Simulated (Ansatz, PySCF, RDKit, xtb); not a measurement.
# AlSeCl2F: from the formula to a structure, part 2 of 2

Given the formula AlSeCl2F and nothing else, which arrangement of the atoms is the most stable in the gas at 200 K, and what are its properties?

xtb, Ansatz and PySCF; isolated molecules. The steps go on from the part before.

### Step 12. The ranking

Energies in kcal/mol from c061; G adds the thermal terms to the CCSD(T)/def2-SVP + MP2/def2-TZVPP - MP2/def2-SVP energy. The columns left of the relaxed level are at the tight-binding geometries.

| label | SMILES | spin | HF/STO-3G | r2SCAN-D4/def2-SVP | PBE0-D3(BJ)/def2-SVP | HF/def2-SVP | MP2/def2-SVP | CCSD(T)/def2-SVP + MP2/def2-TZVPP - MP2/def2-SVP | G | share at equilibrium | T1 |
| --- | --- | --- | --- | --- | --- | --- | --- | --- | --- | --- | --- |
| c061 | [F][Al]1([Cl])[Cl][Se]1 ‡ | singlet | 0.0 | 0.0 | 0.0 | 0.0 | 0.0 | 0.0 | 0.0 | 97.8 % | 0.011 |
| c715 | [F][Al]([Cl])[Se]Cl | singlet | -1.8 | 1.6 | 2.5 | 1.1 | 3.1 | 1.7 | 1.5 | 2.2 % | 0.011 |
| c267a | [F][Al]([Cl])([Cl])[Se] ‡ | triplet | -21.2 | 2.9 | 5.0 | -17.6 | 2.4 | 9.0 | 8.0 | < 0.1 % | 0.014 |

‡ marks the bonded skeleton alone, with all bonds drawn single: no Lewis structure was assigned that passes a check against the bond lengths.

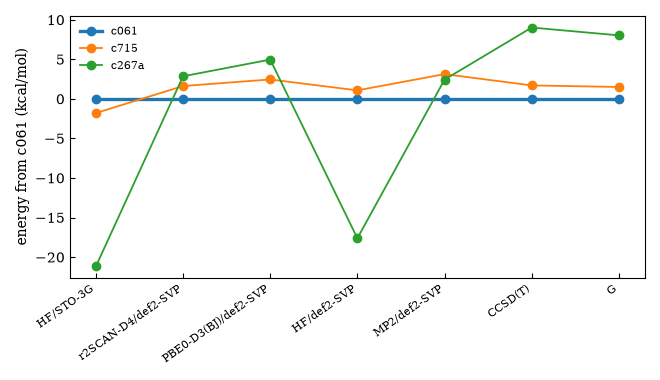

The finalists at each level, measured from c061.

Lowest found: c061, `[F][Al]1([Cl])[Cl][Se]1` ‡, a singlet of point group C1. Bond lengths: Al1–Cl2 2.382 Å, Al1–Cl3 2.084 Å, Al1–F4 1.657 Å, Al1–Se5 2.347 Å, Cl2–Se5 2.304 Å. Angles: Al1–Cl2–Se5 60.1°, Cl2–Al1–Cl3 112.8°, Cl2–Al1–F4 109.6°, Cl2–Al1–Se5 58.3°, Cl3–Al1–F4 118.3°, Cl3–Al1–Se5 121.0°, F4–Al1–Se5 118.9°, Al1–Se5–Cl2 61.6°.

```xyz
5

Al   -0.0044   -0.4185    0.6941
Cl    1.1062   -0.1266   -1.3930
Cl   -2.0802   -0.3730    0.5167
F     0.6850   -1.6793    1.5199
Se    1.2906    1.4862    0.2424
```

‡ marks the bonded skeleton alone, with all bonds drawn single: no Lewis structure was assigned that passes a check against the bond lengths.

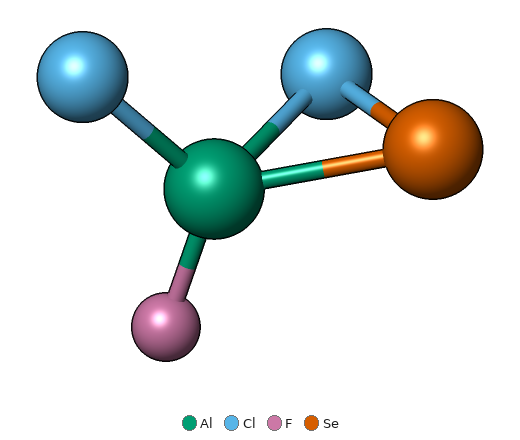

The lowest structure found, seen from a chosen angle (aluminium teal, chlorine blue, fluorine pink, selenium orange).

### Step 13. Density, orbitals and dipole (PBE0/def2-TZVPD)

File input.yaml:

```yaml
basis:
  gaussian:
    orbitals: def2-TZVPD
crystal:
  periodic: [false, false, false]
  atoms:
    - {symbol: Al, position_ang: [-0.004386, -0.418502, 0.694135]}
    - {symbol: Cl, position_ang: [1.106225, -0.126629, -1.392968]}
    - {symbol: Cl, position_ang: [-2.080164, -0.372964, 0.516682]}
    - {symbol: F, position_ang: [0.685028, -1.679291, 1.519855]}
    - {symbol: Se, position_ang: [1.290566, 1.486248, 0.242396]}
magnetization:
  spin_polarized: false
hamiltonian:
  xc: {name: PBE0}
output: {forces: true, orbitals: {seedname: orbitals}}
```

On the command line:

```console
ansatz run input.yaml --threads 1 --pin off --max-ram 2610MiB --events-out events.jsonl --progress --plain --runs-dir runs
```

The program printed, shortened:

```text
Warning: RAYON_NUM_THREADS=1 ignored (pool sized by the plan → 1); use --threads N
Functional definition: PBE0
  name "PBE0"
[...]
1560 factors; their error is unknown
[...]
mean field -99694.67868810 eV, -3663.7118663073 hartree, gradient 3.9e-5 eV, S^2 0.000000; 0 other end points of the search recorded, 0 dependent functions left out
[...]
reference -99694.67874211 eV, -3663.7118682921 hartree; 45, 45 occupied and 187, 187 virtual orbitals, 1560 factors
Total energy: -99694.67874211 eV, -3663.7118682921 hartree
Atom 0 at    -0.004386    -0.418502     0.694135 Å, force     0.137646    -0.377439     0.171781 eV/Å
Atom 1 at     1.106225    -0.126629    -1.392968 Å, force     0.001645     0.349399     0.440233 eV/Å
Atom 2 at    -2.080164    -0.372964     0.516682 Å, force     0.105430    -0.006009     0.009809 eV/Å
Atom 3 at     0.685028    -1.679291     1.519855 Å, force    -0.210737     0.393642    -0.257395 eV/Å
Atom 4 at     1.290566     1.486248     0.242396 Å, force    -0.033984    -0.359594    -0.364427 eV/Å
Dipole moment:     0.192410     0.355496    -0.155729 e Å
```

Wall time 22 s (1 thread of Intel Xeon at 2.70GHz, shared host); peak memory 0.87 GiB.

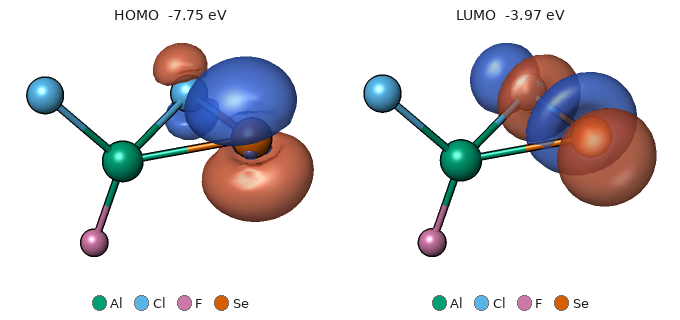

Frontier orbitals of this run, surfaces at ±0.2 Å^-3/2.

### Step 14. Frequencies after a tight-binding relaxation (GFN2-xTB)

File start.xyz:

```xyz
5
c061
Al    -0.004386    -0.418502     0.694135
Cl     1.106225    -0.126629    -1.392968
Cl    -2.080164    -0.372964     0.516682
F      0.685028    -1.679291     1.519855
Se     1.290566     1.486248     0.242396
```

On the command line:

```console
xtb start.xyz --gfn 2 --ohess tight
```

The program printed, shortened:

```text
* xtb version 6.7.1
[...]
          :  # basis functions                  44          :
[...]
          :  # electrons                        30          :
[...]
          :  Hamiltonian                  GFN2-xTB          :
[...]
          :  net charge                          0          :
          :  unpaired electrons                  0          :
[...]
   *** convergence criteria satisfied after 17 iterations ***
[...]
   *** GEOMETRY OPTIMIZATION CONVERGED AFTER 8 ITERATIONS ***
[...]
   *** convergence criteria satisfied after 3 iterations ***
[...]
         ::                     SUMMARY                     ::
         :::::::::::::::::::::::::::::::::::::::::::::::::::::
         :: total energy             -18.293055426776 Eh    ::
         :: gradient norm              0.000272916522 Eh/a0 ::
         :: HOMO-LUMO gap              2.040836548459 eV    ::
         ::.................................................::
         :: SCC energy               -18.327349452085 Eh    ::
         :: -> isotropic ES            0.054725736979 Eh    ::
         :: -> anisotropic ES          0.001012986293 Eh    ::
         :: -> anisotropic XC         -0.002059598700 Eh    ::
         :: -> dispersion             -0.005029692588 Eh    ::
         :: repulsion energy           0.034294025310 Eh    ::
         :: add. restraining           0.000000000000 Eh    ::
         :: total charge              -0.000000000000 e     ::
         :::::::::::::::::::::::::::::::::::::::::::::::::::::
[...]
        15        2.0000           -0.3994121             -10.8686 (HOMO)
        16                         -0.3244130              -8.8277 (LUMO)
[...]
     #   Z          covCN         q      C6AA      α(0)
     1  13 Al       3.031     0.417    92.310    19.579
     2  17 Cl       1.626     0.012    98.860    15.212
     3  17 Cl       0.769    -0.146   103.544    15.566
     4   9 F        0.672    -0.255    11.837     4.061
     5  34 Se       1.709    -0.028   236.445    26.798
[...]
          | TOTAL ENERGY              -18.293055426844 Eh   |
          | TOTAL ENTHALPY            -18.278782713245 Eh   |
          | TOTAL FREE ENERGY         -18.321255979388 Eh   |
          | GRADIENT NORM               0.000271693766 Eh/α |
[...]
```

It took 0.36 s on 1 thread of Intel Xeon at 2.70GHz, shared host.

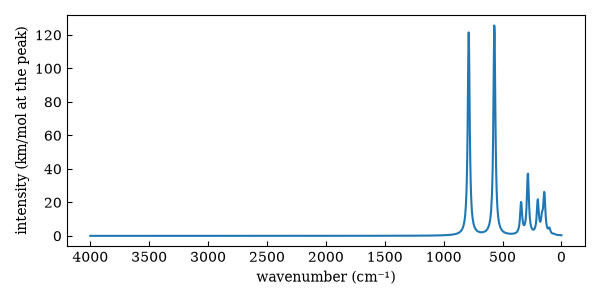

Harmonic infrared spectrum, unscaled, lines broadened by 10 cm⁻¹.

### Step 15. Electronic excitations (TD-CAM-B3LYP/def2-SVPD)

An in-house driver calls PySCF's response routines at TD-CAM-B3LYP/def2-SVPD; it has no typed input.

The program printed:

```text
coarse grid: 31616 points
cycle   1  E = -3663.7478380560  dE = -5.228e-01  |g| = 6.357e-01  |ddm| = 2.778e+00
cycle   2  E = -3663.7017165521  dE =  4.612e-02  |g| = 8.866e-01  |ddm| = 1.337e+00
cycle   3  E = -3663.8310765481  dE = -1.294e-01  |g| = 6.997e-02  |ddm| = 6.438e-01
cycle   4  E = -3663.8320804340  dE = -1.004e-03  |g| = 2.363e-02  |ddm| = 1.037e-01
cycle   5  E = -3663.8322298257  dE = -1.494e-04  |g| = 2.473e-03  |ddm| = 3.402e-02
cycle   6  E = -3663.8322335645  dE = -3.739e-06  |g| = 1.205e-03  |ddm| = 6.907e-03
final grid: 60064 points
cycle   7  E = -3663.8322219966  dE = -4.479e-07  |g| = 1.171e-03  |ddm| = 3.727e-03
cycle   8  E = -3663.8322219906  dE =  5.988e-09  |g| = 1.314e-03  |ddm| = 3.142e-03
cycle   9  E = -3663.8322224905  dE = -4.999e-07  |g| = 1.166e-04  |ddm| = 1.662e-03
cycle  10  E = -3663.8322225013  dE = -1.072e-08  |g| = 6.383e-05  |ddm| = 2.841e-04
cycle  11  E = -3663.8322225072  dE = -5.912e-09  |g| = 1.639e-05  |ddm| = 3.493e-04
cycle  12  E = -3663.8322225073  dE = -1.519e-10  |g| = 8.077e-06  |ddm| = 3.885e-05
converged SCF energy = -3663.8322225073

Static polarisability (au): isotropic 74.442, principal 63.882 75.696 83.749

Singlet excitations
state   eV       nm        f      main configurations
  1   1.9456    637.3   0.00044   H->L 0.99
  2   3.4320    361.3   0.00038   H-1->L 0.93
  3   5.3447    232.0   0.00347   H-2->L 0.57, H-5->L 0.18, H-4->L 0.16
  4   5.4637    226.9   0.01257   H->L+1 0.86
  5   5.7740    214.7   0.00003   H-3->L 0.83
  6   5.8545    211.8   0.00087   H-5->L 0.45, H-2->L 0.29, H-4->L 0.13
  7   6.4337    192.7   0.00601   H-4->L 0.48, H-5->L 0.24, H-9->L 0.10
  8   6.8338    181.4   0.07549   H-1->L+1 0.77

Triplet excitations (Tamm-Dancoff, eV): 1.1896 2.6798 4.9244
```

Run time: 20 s. Hardware: 1 thread of Intel Xeon at 2.70GHz, shared host.

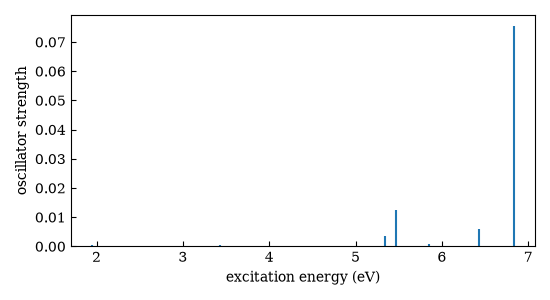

Vertical excitations as sticks.

The roots found:

| excited state | energy (eV) | strength |
| --- | --- | --- |
| 1 | 1.946 | 0.0004 |
| 2 | 3.432 | 0.0004 |
| 3 | 5.345 | 0.0035 |
| 4 | 5.464 | 0.0126 |
| 5 | 5.774 | 0.0000 |
| 6 | 5.854 | 0.0009 |
| 7 | 6.434 | 0.0060 |
| 8 | 6.834 | 0.0755 |

### Step 16. NMR shieldings (GIAO PBE0/pcSseg-1)

An in-house driver calls PySCF's response routines at GIAO PBE0/pcSseg-1; it has no typed input.

The program printed:

```text
coarse grid: 31616 points
cycle   1  E = -3663.2213062471  dE = -5.817e-01  |g| = 9.301e-01  |ddm| = 2.550e+00
cycle   2  E = -3663.1026953053  dE =  1.186e-01  |g| = 1.185e+00  |ddm| = 1.253e+00
cycle   3  E = -3663.3027860002  dE = -2.001e-01  |g| = 2.238e-01  |ddm| = 8.636e-01
cycle   4  E = -3663.3095602154  dE = -6.774e-03  |g| = 5.182e-02  |ddm| = 1.409e-01
cycle   5  E = -3663.3099186635  dE = -3.584e-04  |g| = 7.976e-03  |ddm| = 4.797e-02
cycle   6  E = -3663.3099336177  dE = -1.495e-05  |g| = 2.206e-03  |ddm| = 1.061e-02
cycle   7  E = -3663.3099346621  dE = -1.044e-06  |g| = 5.571e-04  |ddm| = 2.472e-03
final grid: 60064 points
cycle   8  E = -3663.3099704213  dE =  1.155e-08  |g| = 7.581e-04  |ddm| = 1.403e-03
cycle   9  E = -3663.3099702471  dE =  1.742e-07  |g| = 1.112e-03  |ddm| = 1.787e-03
cycle  10  E = -3663.3099705602  dE = -3.131e-07  |g| = 1.138e-04  |ddm| = 1.121e-03
cycle  11  E = -3663.3099705623  dE = -2.120e-09  |g| = 8.536e-06  |ddm| = 1.103e-04
cycle  12  E = -3663.3099705623  dE = -2.183e-11  |g| = 3.692e-06  |ddm| = 9.537e-06
converged SCF energy = -3663.3099705623

GIAO shielding tensors (ppm)
atom      isotropic    diamagn.    paramagn.     s11        s22        s33       span
  0 Al     481.319     791.259    -309.940    385.246    480.155    578.555    193.308
  1 Cl    1365.270    1146.784     218.486    977.202   1384.450   1734.158    756.956
  2 Cl     986.471    1147.740    -161.269    869.383    987.768   1102.261    232.878
  3 F      339.832     467.006    -127.174    276.834    306.560    436.102    159.269
  4 Se    -621.330    3001.568   -3622.898  -4554.602     85.889   2604.723   7159.325
```

It took 14 s on 1 thread of Intel Xeon at 2.70GHz, shared host; peak memory 0.62 GiB.

Isotropic shieldings (absolute, not shifts; non-relativistic, which misses 10 ppm and more beside bromine and heavier atoms):

| atoms | shielding (ppm) |
| --- | --- |
| Al1 | 481.3 |
| Cl2 | 1365.3 |
| Cl3 | 986.5 |
| F4 | 339.8 |
| Se5 | -621.3 |

### Step 17. The cation at the same geometry (PBE0/def2-TZVPD)

File input.yaml:

```yaml
crystal:
  periodic: [false, false, false]
  atoms:
    - symbol: Al
      position_ang: [-0.004386, -0.418502, 0.694135]
    - symbol: Cl
      position_ang: [1.106225, -0.126629, -1.392968]
    - symbol: Cl
      position_ang: [-2.080164, -0.372964, 0.516682]
    - symbol: F
      position_ang: [0.685028, -1.679291, 1.519855]
    - symbol: Se
      position_ang: [1.290566, 1.486248, 0.242396]
basis:
  gaussian:
    orbitals: def2-TZVPD
magnetization:
  spin_polarized: true
  initial_magnetization: 1
total_charge: 1
hamiltonian:
  xc: {name: PBE0}
```

On the command line:

```console
ansatz run input.yaml --threads 1 --pin off --max-ram 2610MiB --events-out events.jsonl --progress --plain --runs-dir runs
```

The program printed:

```text
Warning: RAYON_NUM_THREADS=1 ignored (pool sized by the plan → 1); use --threads N
[... 2 set-up lines as earlier in the session ...]
  parameter a = 0.25
  parameter kappa = 0.804
  parameter beta = 0.06672455060314922
  exchange = (1 - a)*pbe_x(kappa = kappa, mu = beta*pi^2/3) + a*exact_x
  correlation = pbe_c(beta = beta)
1560 factors; their error is unknown
mean field evaluation 1: about -99676.3016 eV, gradient 4.9e1 eV
mean field evaluation 2: about -99521.6117 eV, gradient 1.6e2 eV
mean field evaluation 4: about -99683.1632 eV, gradient 1.5e1 eV
mean field evaluation 8: about -99684.4256 eV, gradient 2.3e-1 eV
mean field evaluation 16: about -99684.7860 eV, gradient 1.7e-3 eV
mean field evaluation 32: about -99684.6851 eV, gradient 1.7e0 eV
mean field -99684.78603361 eV, -3663.3483179603 hartree, gradient 3.6e-5 eV, S^2 0.755221; 4 other end points of the search recorded, 0 dependent functions left out
reference -99684.78608182 eV, -3663.3483197322 hartree; 45, 44 occupied and 187, 188 virtual orbitals, 1560 factors
Total energy: -99684.78608182 eV, -3663.3483197322 hartree
```

It took 54 s on 1 thread of Intel Xeon at 2.70GHz, shared host; peak memory 0.79 GiB.

Difference from the parent: 9.89 eV.

### Step 18. The anion at the same geometry (PBE0/def2-TZVPD)

File input.yaml:

```yaml
crystal:
  periodic: [false, false, false]
  atoms:
    - {symbol: Al, position_ang: [-0.004386, -0.418502, 0.694135]}
    - {symbol: Cl, position_ang: [1.106225, -0.126629, -1.392968]}
    - {symbol: Cl, position_ang: [-2.080164, -0.372964, 0.516682]}
    - {symbol: F, position_ang: [0.685028, -1.679291, 1.519855]}
    - {symbol: Se, position_ang: [1.290566, 1.486248, 0.242396]}
basis:
  gaussian:
    orbitals: def2-TZVPD
total_charge: -1
magnetization:
  spin_polarized: true
  initial_magnetization: 1
hamiltonian:
  xc: pbe0
scf:
  lower_state_search: off
```

On the command line:

```console
ansatz run input.yaml --threads 1 --pin off --max-ram 2610MiB --events-out events.jsonl --progress --plain --runs-dir runs
```

The program printed, shortened:

```text
Warning: RAYON_NUM_THREADS=1 ignored (pool sized by the plan → 1); use --threads N
[... 2 set-up lines as earlier in the session ...]
[...]
1560 factors; their error is unknown
[...]
mean field -99696.70469025 eV, -3663.7863205133 hartree, gradient 7.7e-6 eV, S^2 0.753709; 0 other end points of the search recorded, 0 dependent functions left out
reference -99696.70473851 eV, -3663.7863222865 hartree; 46, 45 occupied and 186, 187 virtual orbitals, 1560 factors
Total energy: -99696.70473851 eV, -3663.7863222865 hartree
Checks for a lower state left out: stability, starts, cluster_reference, orbital_swaps, neighbouring_geometries, increment
```

Run time: 21 s. Hardware: 1 thread of Intel Xeon at 2.70GHz, shared host; peak memory 0.72 GiB.

Parent less the species with the added electron: 2.03 eV.

### Step 19. The triplet at the same geometry (PBE0/def2-TZVPD)

input.yaml: that of step 18 with these lines changed.

```diff
@@ -1 +1,4 @@
+basis:
+  gaussian:
+    orbitals: def2-TZVPD
 crystal:
@@ -8,12 +11,6 @@
     - {symbol: Se, position_ang: [1.290566, 1.486248, 0.242396]}
-basis:
-  gaussian:
-    orbitals: def2-TZVPD
-total_charge: -1
 magnetization:
   spin_polarized: true
-  initial_magnetization: 1
+  initial_magnetization: 2
 hamiltonian:
-  xc: pbe0
-scf:
-  lower_state_search: off
+  xc: {name: PBE0}
```

On the command line:

```console
ansatz run input.yaml --threads 1 --pin off --max-ram 2610MiB --events-out events.jsonl --progress --plain --runs-dir runs
```

The program printed, shortened:

```text
Warning: RAYON_NUM_THREADS=1 ignored (pool sized by the plan → 1); use --threads N
[... 7 set-up lines as earlier in the session ...]
1560 factors; their error is unknown
mean field evaluation 1: about -99690.3456 eV, gradient 2.9e1 eV
mean field evaluation 2: about -99684.9656 eV, gradient 5.2e1 eV
mean field evaluation 4: about -99692.9141 eV, gradient 1.6e0 eV
mean field evaluation 8: about -99693.2858 eV, gradient 2.1e-1 eV
mean field evaluation 16: about -99693.2859 eV, gradient 8.2e-5 eV
mean field -99693.28586573 eV, -3663.6606810292 hartree, gradient 8.2e-5 eV, S^2 2.006961; 2 other end points of the search recorded, 0 dependent functions left out
reference -99693.28592421 eV, -3663.6606831783 hartree; 46, 44 occupied and 186, 188 virtual orbitals, 1560 factors
Total energy: -99693.28592421 eV, -3663.6606831783 hartree
```

Wall time 32 s (1 thread of Intel Xeon at 2.70GHz, shared host); peak memory 0.79 GiB.

It lies 1.39 eV above the singlet.

### Step 20. Results

The summary covers parts 1 to 2.

| quantity | value |
| --- | --- |
| lowest structure found | [F][Al]1([Cl])[Cl][Se]1 ‡, singlet, C1 |
| next finalist | [F][Al]([Cl])[Se]Cl, singlet, 1.5 kcal/mol higher in G |
| share at equilibrium, among the finalists | 97.8 % |
| funnel | 11 starts, 6 minima at GFN2-xTB, 9 screening runs, 4 relaxed, 3 ranked |
| CPU time of all runs | 26 min |
| harmonic wavenumbers, lowest and highest (PBE0-D3(BJ)/def2-SVP) | 76 and 890 cm⁻¹ |
| rotational constants, same geometry | 0.0697, 0.03182, 0.03079 cm⁻¹ |
| dipole moment (PBE0/def2-TZVPD) | 2.08 D |
| HOMO energy (PBE0/def2-TZVPD) | -7.75 eV |
| LUMO energy (PBE0/def2-TZVPD) | -3.97 eV |
| HOMO–LUMO gap (PBE0/def2-TZVPD) | 3.78 eV |
| lowest excitation (TD-CAM-B3LYP/def2-SVPD) | 1.95 eV (f = 0.000) |
| strongest of the states computed, same level | 6.83 eV (f = 0.075) |
| lowest triplet excitation, same level, Tamm-Dancoff | 1.19 eV |
| vertical ionisation energy | 9.89 eV |
| vertical electron affinity | 2.03 eV |
| vertical triplet less singlet | +1.39 eV |

What this shows: The lowest structure found is `[F][Al]1([Cl])[Cl][Se]1` ‡. The margin, 1.5 kcal/mol, is modest. r2SCAN-D4/def2-SVP, PBE0-D3(BJ)/def2-SVP and MP2/def2-SVP already put its bonding pattern lowest among the structures in one piece; HF/STO-3G and HF/def2-SVP favour the triplet [F][Al]([Cl])([Cl])[Se] ‡. The largest share of the time went into recheck (37 %). The search is not exhaustive (a finite list of starts, one conformer a finalist), so a lower isomer can't be ruled out.

‡ marks the bonded skeleton alone, with all bonds drawn single: no Lewis structure was assigned that passes a check against the bond lengths.
